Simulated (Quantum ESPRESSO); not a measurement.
# MnO2: which magnetic order is lowest, part 2 of 3

Does MnO2 prefer parallel or opposed moments?

Quantum ESPRESSO 7.5; PBEsol; plane waves with GBRV 1.5 PBEsol potentials, no spin-orbit coupling.

So far, absolute magnetization (μB): step 2 (run 1 (ferro ++++)) 12.2.

## 3. Run 2 (antiferro ++−−)

Contents of pw.in:

```
&CONTROL
  calculation = 'scf'
  prefix = 'pwscf'
  outdir = './tmp'
  pseudo_dir = './pseudo'
  disk_io = 'nowf'
/
&SYSTEM
  ibrav = 0
  celldm(1) = 8
  nat = 12
  ntyp = 3
  ecutwfc = 40
  ecutrho = 280
  nbnd = 70
  occupations = 'smearing'
  smearing = 'fd'
  degauss = 0.00367493
  nspin = 2
  starting_magnetization(1) = 0.3
  starting_magnetization(2) = -0.3
  starting_magnetization(3) = 0
/
&ELECTRONS
  conv_thr = 2.4d-08
  electron_maxstep = 150
  mixing_beta = 0.3
/
ATOMIC_SPECIES
Mn1    54.9380 mn_pbesol_v1.5.uspp.F.UPF
Mn2    54.9380 mn_pbesol_v1.5.uspp.F.UPF
O      15.9990 o_pbesol_v1.2.uspp.F.UPF
CELL_PARAMETERS alat
   0.0000000000000    0.9495856074707    0.9495856074707
   0.9495856074707    0.0000000000000    0.9495856074707
   0.9495856074707    0.9495856074707    0.0000000000000
ATOMIC_POSITIONS crystal
Mn1     0.6250000000    0.1250000000    0.6250000000
Mn1     0.1250000000    0.6250000000    0.6250000000
Mn2     0.6250000000    0.6250000000    0.1250000000
Mn2     0.6250000000    0.6250000000    0.6250000000
O       0.8328612900    0.3890462400    0.3890462400
O       0.3890462400    0.8328612900    0.3890462400
O       0.3890462400    0.3890462400    0.3890462400
O       0.3890462400    0.3890462400    0.8328612900
O       0.8609537600    0.4171387100    0.8609537600
O       0.4171387100    0.8609537600    0.8609537600
O       0.8609537600    0.8609537600    0.4171387100
O       0.8609537600    0.8609537600    0.8609537600
K_POINTS automatic
4 4 4 0 0 0
```

Command:

```
$ OMP_NUM_THREADS=1 mpirun -n 4 pw.x -nk 4 -in pw.in > pw.out
```

Log:

```text
[banner, memory and clock lines left out]
Program PWSCF v.7.5 starts

     Message from routine setup:
     using ibrav=0 with symmetry is DISCOURAGED, use correct ibrav instead

     bravais-lattice index     =            0
     lattice parameter (alat)  =       8.0000  a.u.
     unit-cell volume          =     876.8036 (a.u.)^3
     number of atoms/cell      =           12
     number of atomic types    =            3
     number of electrons       =       108.00
     number of Kohn-Sham states=           70
     kinetic-energy cutoff     =      40.0000  Ry
     charge density cutoff     =     280.0000  Ry
     scf convergence threshold =      2.4E-08
     mixing beta               =       0.3000
     number of iterations used =            8  plain     mixing
     Exchange-correlation= SLA  PW   PSX  PSC
                           (   1   4  10   8   0   0   0)

     celldm(1)=   8.000000  celldm(2)=   0.000000  celldm(3)=   0.000000
     celldm(4)=   0.000000  celldm(5)=   0.000000  celldm(6)=   0.000000

     crystal axes: (cart. coord. in units of alat)
               a(1) = (   0.000000   0.949586   0.949586 )
               a(2) = (   0.949586   0.000000   0.949586 )
               a(3) = (   0.949586   0.949586   0.000000 )

     reciprocal axes: (cart. coord. in units 2 pi/alat)
               b(1) = ( -0.526545  0.526545  0.526545 )
               b(2) = (  0.526545 -0.526545  0.526545 )
               b(3) = (  0.526545  0.526545 -0.526545 )

     PseudoPot. # 1 for Mn read from file:
     mn_pbesol_v1.5.uspp.F.UPF
     Pseudo is Ultrasoft + core correction, Zval = 15.0

     PseudoPot. # 2 for Mn read from file:
     mn_pbesol_v1.5.uspp.F.UPF
     Pseudo is Ultrasoft + core correction, Zval = 15.0

     PseudoPot. # 3 for O  read from file:
     o_pbesol_v1.2.uspp.F.UPF
     Pseudo is Ultrasoft + core correction, Zval =  6.0

     atomic species   valence    mass     pseudopotential
     Mn1              15.00    54.93800     Mn( 1.00)
     Mn2              15.00    54.93800     Mn( 1.00)
     O                 6.00    15.99900     O ( 1.00)

     Starting magnetic structure
     atomic species   magnetization
     Mn1             0.300
     Mn2            -0.300
     O               0.000

      8 Sym. Ops., with inversion, found ( 4 have fractional translation)

   Cartesian axes

     site n.     atom                  positions (alat units)
         1        Mn1    tau(   1) = (   0.7121892   1.1869820   0.7121892  )
         2        Mn1    tau(   2) = (   1.1869820   0.7121892   0.7121892  )
         3        Mn2    tau(   3) = (   0.7121892   0.7121892   1.1869820  )
         4        Mn2    tau(   4) = (   1.1869820   1.1869820   1.1869820  )
         5        O      tau(   5) = (   0.7388654   1.1603058   1.1603058  )
         6        O      tau(   6) = (   1.1603058   0.7388654   1.1603058  )
         7        O      tau(   7) = (   0.7388654   0.7388654   0.7388654  )
         8        O      tau(   8) = (   1.1603058   1.1603058   0.7388654  )
         9        O      tau(   9) = (   1.2136582   1.6350986   1.2136582  )
        10        O      tau(  10) = (   1.6350986   1.2136582   1.2136582  )
        11        O      tau(  11) = (   1.2136582   1.2136582   1.6350986  )
        12        O      tau(  12) = (   1.6350986   1.6350986   1.6350986  )

     number of k points=    18  Fermi-Dirac smearing, width (Ry)=  0.0037
                       cart. coord. in units 2pi/alat
        k(    1) = (   0.0000000   0.0000000   0.0000000), wk =   0.0156250
        k(    2) = (   0.1316364   0.1316364  -0.1316364), wk =   0.0625000
        k(    3) = (  -0.2632727  -0.2632727   0.2632727), wk =   0.0312500
        k(    4) = (   0.2632727   0.0000000   0.0000000), wk =   0.0625000
        k(    5) = (  -0.1316364  -0.3949091   0.3949091), wk =   0.1250000
        [... 13 further k-points ...]

     Dense  grid:    69473 G-vectors     FFT dimensions: (  60,  60,  60)

     Smooth grid:    29939 G-vectors     FFT dimensions: (  48,  48,  48)

     Check: negative core charge=   -0.000041
     Generating pointlists ...
     new r_m :   0.1855 (alat units)  1.4840 (a.u.) for type    1
     new r_m :   0.1855 (alat units)  1.4840 (a.u.) for type    2
     new r_m :   0.1855 (alat units)  1.4840 (a.u.) for type    3

     Initial potential from superposition of free atoms

     starting charge     105.9997, renormalised to     108.0000
     Starting wfcs are   84 randomized atomic wfcs

     Self-consistent Calculation

     iteration #  1     ecut=    40.00 Ry     beta= 0.30
     Davidson diagonalization with overlap
     ethr =  1.00E-02,  avg # of iterations =  2.3

     total energy              =   -1099.91223449 Ry
     estimated scf accuracy    <       9.30990093 Ry

     total magnetization       =    -0.00 Bohr mag/cell
     absolute magnetization    =    12.09 Bohr mag/cell

     iteration #  2     ecut=    40.00 Ry     beta= 0.30
     Davidson diagonalization with overlap
     ethr =  8.62E-03,  avg # of iterations =  2.0

     total energy              =   -1100.70193454 Ry
     estimated scf accuracy    <       9.80065593 Ry

     total magnetization       =    -0.00 Bohr mag/cell
     absolute magnetization    =    10.70 Bohr mag/cell

     [... further iterations left out ...]

     iteration # 13     ecut=    40.00 Ry     beta= 0.30
     Davidson diagonalization with overlap
     ethr =  6.20E-10,  avg # of iterations =  2.0

     total energy              =   -1102.42846837 Ry
     estimated scf accuracy    <       0.00000003 Ry

     total magnetization       =    -0.00 Bohr mag/cell
     absolute magnetization    =    11.95 Bohr mag/cell

     iteration # 14     ecut=    40.00 Ry     beta= 0.30
     Davidson diagonalization with overlap
     ethr =  2.86E-11,  avg # of iterations =  2.0

     Magnetic moment per site  (integrated on atomic sphere of radius R)
     atom   1 (R=0.186)  charge= 11.7438  magn=  2.3945
     atom   2 (R=0.186)  charge= 11.7438  magn=  2.3945
     atom   3 (R=0.186)  charge= 11.7438  magn= -2.3945
     atom   4 (R=0.186)  charge= 11.7438  magn= -2.3945
     atom   5 (R=0.186)  charge=  5.2242  magn= -0.0028
     atom   6 (R=0.186)  charge=  5.2242  magn= -0.0028
     atom   7 (R=0.186)  charge=  5.2242  magn=  0.0028
     atom   8 (R=0.186)  charge=  5.2242  magn=  0.0028
     atom   9 (R=0.186)  charge=  5.2242  magn= -0.0028
     atom  10 (R=0.186)  charge=  5.2242  magn= -0.0028
     atom  11 (R=0.186)  charge=  5.2242  magn=  0.0028
     atom  12 (R=0.186)  charge=  5.2242  magn=  0.0028

     End of self-consistent calculation

     [... lines left out ...]
     the Fermi energy is     8.0099 ev

!    total energy              =   -1102.42846876 Ry
     estimated scf accuracy    <          7.1E-09 Ry
     smearing contrib. (-TS)   =      -0.00000056 Ry
     internal energy E=F+TS    =   -1102.42846820 Ry

     The total energy is F=E-TS. E is the sum of the following terms:
     one-electron contribution =    -774.36411914 Ry
     hartree contribution      =     431.23469276 Ry
     xc contribution           =    -162.25631333 Ry
     ewald contribution        =    -597.04272848 Ry

     total magnetization       =     0.00 Bohr mag/cell
     absolute magnetization    =    11.95 Bohr mag/cell

     convergence has been achieved in  14 iterations
```

The job ended after 2.2 min (4 MPI ranks of Arm Neoverse N1, shared host; peak memory 0.9 GiB).

Spin moment in the atom's sphere by atom:

| atom | spin moment in the atom's sphere (μB) |
| --- | --- |
| Mn1 | 2.39 |
| Mn2 | 2.39 |
| Mn3 | -2.39 |
| Mn4 | -2.39 |
| O5 | 0.00 |
| O6 | 0.00 |
| O7 | 0.00 |
| O8 | 0.00 |
| O9 | 0.00 |
| O10 | 0.00 |
| O11 | 0.00 |
| O12 | 0.00 |

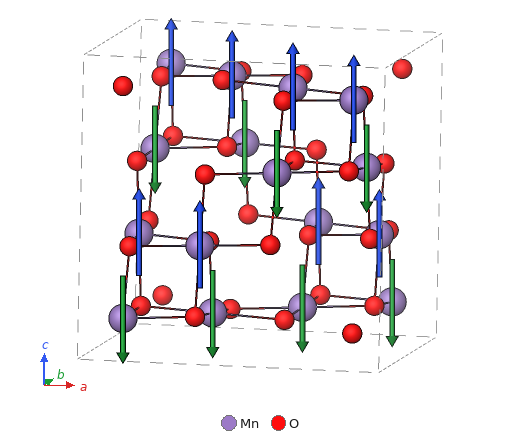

Spin moment in the atom's sphere as arrows, the longest 2.39 μB. Up and down stand for the sign. Arrows give size and sign along the axis of quantisation, drawn up and down the page. The two directions have two colours. Bonds to atoms that aren't drawn are left out.

This step gave:

| Property | Result |
| --- | --- |
| smearing term TS | 7.68e-6 eV |
| magnetization | 0 μB |
| absolute magnetization | 11.95 μB |
| final state | antiferromagnetic |

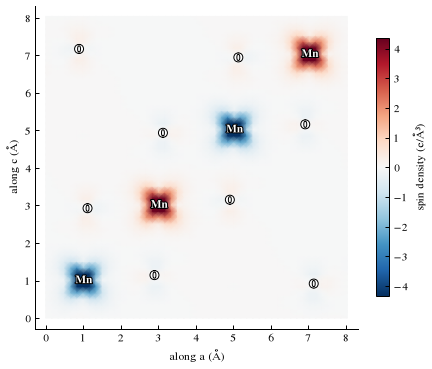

Spin density in the ac plane of the conventional cell at fractional y = 0.125, with atoms of Mn and O within 0.2 Å of it.

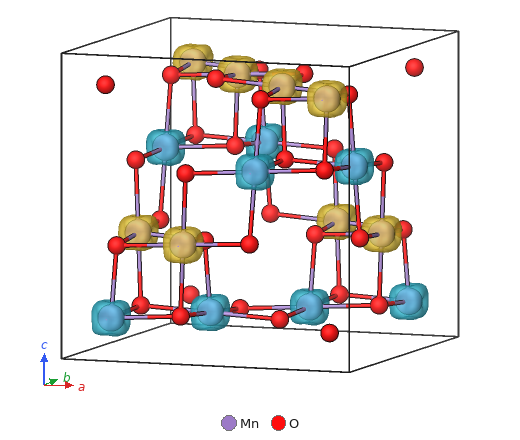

Surfaces of spin density = ±1.3 e/Å³, which hold about 50 % of the integral of its size. The two colours are the two signs. Bonds to atoms that aren't drawn are left out.

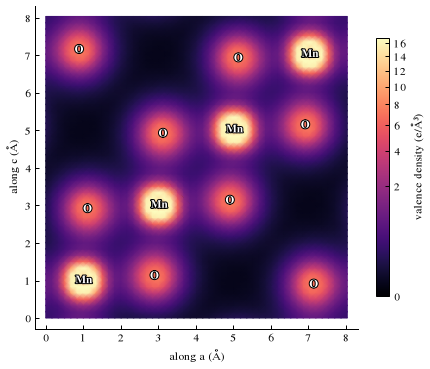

Valence density in the ac plane of the conventional cell at fractional y = 0.125, with atoms of Mn and O within 0.2 Å of it. It is the smooth field of the valence electrons, not physical close to the nuclei. The colour scale is stretched toward low values.

## 4. Run 3 (ferri +++−)

pw.in, as its differences from that of step 3:

```diff
@@ -14,3 +14,3 @@
   ecutrho = 280
-  nbnd = 70
+  nbnd = 74
   occupations = 'smearing'
@@ -39,3 +39,3 @@
 Mn1     0.1250000000    0.6250000000    0.6250000000
-Mn2     0.6250000000    0.6250000000    0.1250000000
+Mn1     0.6250000000    0.6250000000    0.1250000000
 Mn2     0.6250000000    0.6250000000    0.6250000000
```

Log:

```text
     [... lines left out ...]
Program PWSCF v.7.5 starts
     [... lines left out ...]
     number of atoms/cell      =           12
     [... lines left out ...]
     number of electrons       =       108.00
     number of Kohn-Sham states=           74
     kinetic-energy cutoff     =      40.0000  Ry
     charge density cutoff     =     280.0000  Ry
     scf convergence threshold =      2.4E-08
     [... lines left out ...]
     12 Sym. Ops., with inversion, found ( 6 have fractional translation)
     [... lines left out ...]
     number of k points=    13  Fermi-Dirac smearing, width (Ry)=  0.0037
     [... lines left out ...]
     iteration # 14     ecut=    40.00 Ry     beta= 0.30
     [... lines left out ...]
     Magnetic moment per site  (integrated on atomic sphere of radius R)
     atom   1 (R=0.186)  charge= 11.7443  magn=  2.4509
     atom   2 (R=0.186)  charge= 11.7443  magn=  2.4509
     atom   3 (R=0.186)  charge= 11.7443  magn=  2.4509
     atom   4 (R=0.186)  charge= 11.7422  magn= -2.3264
     atom   5 (R=0.186)  charge=  5.2243  magn=  0.0205
     atom   6 (R=0.186)  charge=  5.2243  magn=  0.0205
     atom   7 (R=0.186)  charge=  5.2246  magn=  0.0213
     atom   8 (R=0.186)  charge=  5.2243  magn=  0.0205
     atom   9 (R=0.186)  charge=  5.2243  magn=  0.0205
     atom  10 (R=0.186)  charge=  5.2243  magn=  0.0205
     atom  11 (R=0.186)  charge=  5.2243  magn=  0.0205
     atom  12 (R=0.186)  charge=  5.2246  magn=  0.0213
     [... lines left out ...]
     the Fermi energy is     7.9873 ev
!    total energy              =   -1102.42867902 Ry
     estimated scf accuracy    <       0.00000002 Ry
     smearing contrib. (-TS)   =      -0.00000163 Ry
     [... lines left out ...]
     total magnetization       =     6.00 Bohr mag/cell
     absolute magnetization    =    11.97 Bohr mag/cell
     convergence has been achieved in  14 iterations
```

The job ended after 1.9 min (4 MPI ranks; peak memory 0.86 GiB; 7.7 min of CPU time).

Spin moment in the atom's sphere by atom:

| atom | spin moment in the atom's sphere (μB) |
| --- | --- |
| Mn1 | 2.45 |
| Mn2 | 2.45 |
| Mn3 | 2.45 |
| Mn4 | -2.33 |
| O5 | 0.02 |
| O6 | 0.02 |
| O7 | 0.02 |
| O8 | 0.02 |
| O9 | 0.02 |
| O10 | 0.02 |
| O11 | 0.02 |
| O12 | 0.02 |

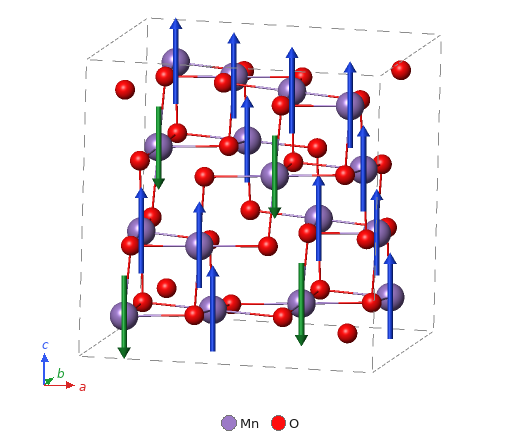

Spin moment in the atom's sphere as arrows, the longest 2.45 μB. Up and down stand for the sign. Arrows give size and sign along the axis of quantisation, drawn up and down the page. The two directions have two colours. Bonds to atoms that aren't drawn are left out.

Read from the output:

- smearing term TS: 2.22e-5 eV
- magnetization: 6 μB
- absolute magnetization: 11.97 μB
- final state: ferrimagnetic

## 5. Energies of the orders

An order is kept where moments of 0.15 μB or more survive with the typed signs; meshes match where a doubled cell samples the same k points as the first cell.

Ferrimagnetic means that a moment over 0.15 μB on a transition or rare-earth metal, induced ones included, opposes the net moment. Orders:

| start | final state | typed order kept | energy over the lowest (meV a seeded atom) | largest site moment (μB) | net moment (μB a cell of the first run) | mesh matched | CPU time (s) |
| --- | --- | --- | --- | --- | --- | --- | --- |
| ferro ++++ | ferromagnetic | yes | 5.404 | 2.503 | 12 | yes | 285.9 |
| antiferro ++-- | antiferromagnetic | yes | 0.7152 | 2.395 | 0 | yes | 528.6 |
| ferri +++- | ferrimagnetic | yes | 0 | 2.451 | 6 | yes | 464.4 |

## 6. The lowest state again, with its states saved

pw.in, as its differences from that of step 4:

```diff
@@ -5,3 +5,3 @@
   pseudo_dir = './pseudo'
-  disk_io = 'nowf'
+  disk_io = 'low'
 /
@@ -14,3 +14,3 @@
   ecutrho = 280
-  nbnd = 74
+  nbnd = 78
   occupations = 'smearing'
```

Log:

```text
     [... lines left out ...]
Program PWSCF v.7.5 starts
     [... lines left out ...]
     number of atoms/cell      =           12
     [... lines left out ...]
     number of electrons       =       108.00
     number of Kohn-Sham states=           78
     kinetic-energy cutoff     =      40.0000  Ry
     charge density cutoff     =     280.0000  Ry
     scf convergence threshold =      2.4E-08
     [... lines left out ...]
     12 Sym. Ops., with inversion, found ( 6 have fractional translation)
     [... lines left out ...]
     number of k points=    13  Fermi-Dirac smearing, width (Ry)=  0.0037
     [... lines left out ...]
     iteration # 15     ecut=    40.00 Ry     beta= 0.30
     [... lines left out ...]
     Magnetic moment per site  (integrated on atomic sphere of radius R)
     atom   1 (R=0.186)  charge= 11.7443  magn=  2.4509
     atom   2 (R=0.186)  charge= 11.7443  magn=  2.4509
     atom   3 (R=0.186)  charge= 11.7443  magn=  2.4509
     atom   4 (R=0.186)  charge= 11.7421  magn= -2.3266
     atom   5 (R=0.186)  charge=  5.2243  magn=  0.0205
     atom   6 (R=0.186)  charge=  5.2243  magn=  0.0205
     atom   7 (R=0.186)  charge=  5.2246  magn=  0.0213
     atom   8 (R=0.186)  charge=  5.2243  magn=  0.0205
     atom   9 (R=0.186)  charge=  5.2243  magn=  0.0205
     atom  10 (R=0.186)  charge=  5.2243  magn=  0.0205
     atom  11 (R=0.186)  charge=  5.2243  magn=  0.0205
     atom  12 (R=0.186)  charge=  5.2246  magn=  0.0213
     [... lines left out ...]
     the Fermi energy is     7.9875 ev
!    total energy              =   -1102.42867902 Ry
     estimated scf accuracy    <       0.00000001 Ry
     smearing contrib. (-TS)   =      -0.00000163 Ry
     [... lines left out ...]
     total magnetization       =     6.00 Bohr mag/cell
     absolute magnetization    =    11.97 Bohr mag/cell
     convergence has been achieved in  15 iterations
```

The job ended after 2.2 min (4 MPI ranks; peak memory 0.88 GiB).

Numbers from this step:

```yaml
smearing_term_ts: 2.22e-5 eV
magnetization: 6 μB
absolute_magnetization: 11.97 μB
final_state: ferrimagnetic
largest_moment: 2.451 μB
```

(Continued in part 3 of 3.)

[Logs and program files are shortened in this print: banners, set-up blocks, solver, clock and traceback lines can be left out without a mark of their own.]

[Logs are printed without paths, hosts, clocks, repeated set-up lines and the standing remarks that a program may print on its own settings, such as how far it seeks lower states.]

[Hosts, paths, dates, database ids (printed as entryN), source tags and the programs' standing remarks are cut or masked in the printed files.]

[Where a cell is said to come from a database of computed structures, the database is the Materials Project.]
